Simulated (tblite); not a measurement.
## C₂H₉GeN: nudged elastic band

- system: C₂H₉GeN (Ge(NMe2)H3), SMILES [H][Ge]([H])([H])[N](C)C
- method: GFN2-xTB climbing-image nudged elastic band, gas phase (tblite 0.8.0)

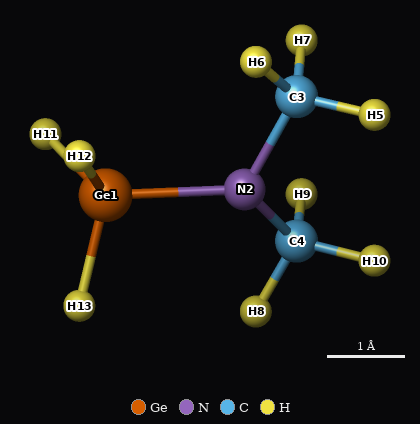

Fig. 1: The structure as given in the input (ball-and-stick view, seen at a tilt; atoms are numbered from 1 in the order of the input). Sticks mark near contacts.

Input:
```
{"job": {"xc": "GFN2-xTB", "basis": "xTB", "kind": "neb"}, "charge": 0, "multiplicity": 1}
Ge     0.006854    -0.052054    -1.696152
N      0.009106     0.295751     0.091467
C      1.195831     0.009972     0.867409
C     -1.201167     0.087143     0.855479
H      1.223037     0.657831     1.748109
H      2.078448     0.209766     0.260224
H      1.237243    -1.031764     1.211650
H     -2.062939     0.343001     0.239494
H     -1.312854    -0.949609     1.199146
H     -1.195559     0.735804     1.735971
H     -0.038375    -1.504579    -2.122200
H      1.271460     0.551785    -2.214668
H     -1.209812     0.633111    -2.228040
```

The first line tells a small driver script what to run in tblite; the rest is the geometry in Å.

Run on 1 CPU thread, shared host.

Launched with:
```bash
OMP_NUM_THREADS=1 python <driver script> task.json out
```

Output:
```
image   E - E0 / eV
  0       0.0000
  1       0.0167
  2       0.0561
  3       0.0863
  4       0.0846
  5       0.0309
  6       0.0000
```

Key numbers:

```csv
quantity,value
outcome,converged
forward barrier,0.086 eV
wall time,0.66 s
peak memory,0.19 GiB
```
